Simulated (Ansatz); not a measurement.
**C3H7Ga: density, localisation and related maps**

Input

```
crystal:
  periodic: [false, false, false]
  atoms:
    - {symbol: C, position_ang: [-1.167478, 1.014216, 0.074347]}
    - {symbol: C, position_ang: [-0.886115, -0.398461, 0.449272]}
    - {symbol: C, position_ang: [0.256809, -1.071252, 0.268842]}
    - {symbol: Ga, position_ang: [1.894172, -0.395834, -0.540725]}
    - {symbol: H, position_ang: [-0.309256, 1.497982, -0.392863]}
    - {symbol: H, position_ang: [-2.015251, 1.065004, -0.616837]}
    - {symbol: H, position_ang: [-1.456589, 1.593970, 0.957141]}
    - {symbol: H, position_ang: [-1.725707, -0.913847, 0.921283]}
    - {symbol: H, position_ang: [0.262388, -2.104169, 0.613990]}
    - {symbol: H, position_ang: [2.019845, 1.075398, -1.078503]}
    - {symbol: H, position_ang: [3.127192, -1.363008, -0.655956]}
basis:
  gaussian: {orbitals: def2-TZVPP}
hamiltonian: {xc: pbe0, dispersion: d4}
output: {orbitals: {seedname: orbitals}}
```

Run with:

```sh
ansatz run in.yaml --threads 4 --pin off --events-out ev --progress --plain --max-ram 10444MiB
```

Geometry: PBE0-D4/def2-TZVP.

All numbers below come from Ansatz 0.2.0, RKS PBE0-D4/def2-TZVPP.

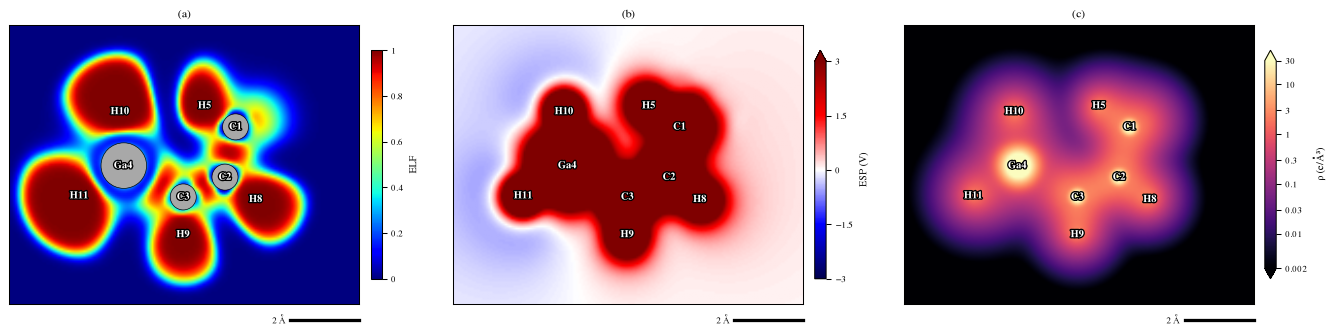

Figure 1. (a) ELF; (b) electrostatic potential; (c) electron density on the plane of atoms C3, Ga4 and H10. Grey discs cover the atomic cores in the ELF map.

Q: Read the bonding off the picture.

A: Atoms in the plane: C, Ga and H. C–C (1.34 Å): ρ is about 2.3 e/Å³ halfway; the ELF peaks at about 0.90 between the atoms (a multiple bond). C–Ga (1.95 Å): ρ is about 0.81 e/Å³ halfway; the ELF peaks at about 0.90 in the valence shell of C, 0.7 Å from its nucleus, and is about 0.50 at the midpoint. C–H (1.09 Å): ρ at the midpoint is about 2 e/Å³; the ELF climbs to about 1 towards the hydrogen, as it does in any bond to H; a covalent bond by its length. C–C (1.49 Å): ρ is about 1.8 e/Å³ halfway; the ELF peaks at about 0.95 between the atoms (a shared electron pair). Ga–H (1.57 Å): the density is about 0.98 e/Å³ at the midpoint; the ELF climbs to about 1 towards the hydrogen. Outside the dense part of the molecule the potential is most negative (−0.5 V) near H11.

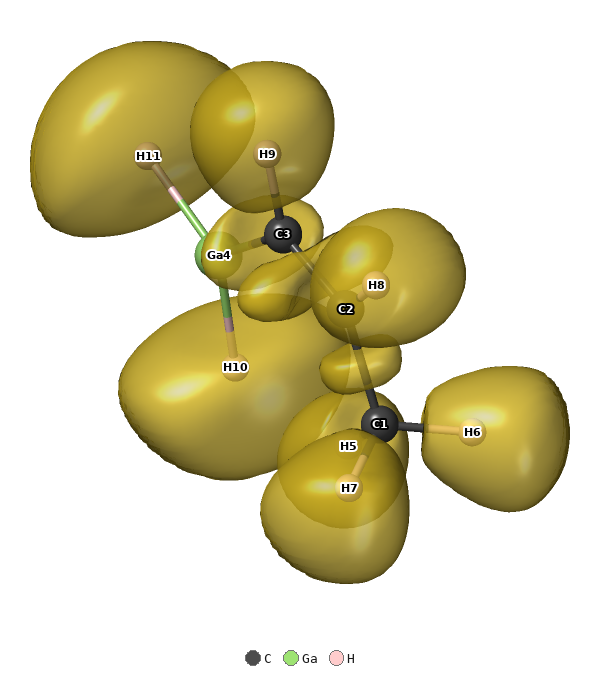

Figure 2. Isosurface of the electron localisation function at 0.8 (yellow), seen at an oblique angle. Core shells and regions of very low density are left out.

Q: Describe the localisation domains.

A: The surface consists of two regions between bonded C–C atoms (shared pairs), seven regions around hydrogen nuclei and one lobe of the valence shell of C pointing towards Ga (polar bonds).

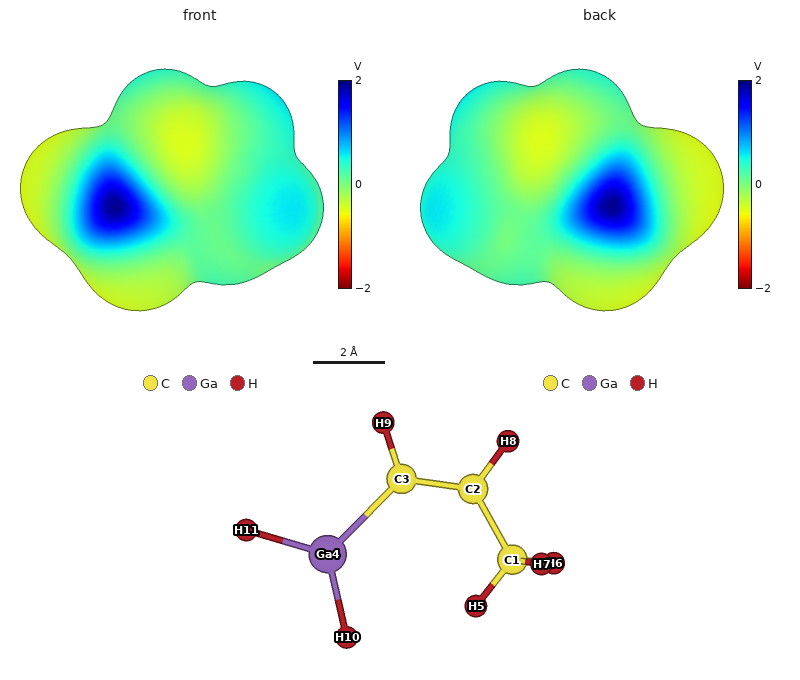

Figure 3. The molecular electrostatic potential painted on the density surface at 0.001 e/bohr³, seen from the front and from behind; red is negative and blue positive. The bare structure is drawn below in the same view.

Q: Which sites attract a positive test charge, and which a negative one?

A: A positive charge is drawn to the negative regions and a negative charge to the positive ones. The most negative region (about −0.5 V) lies over C2, C3, H10 and H11, the most positive (about +1.9 V) over Ga4.
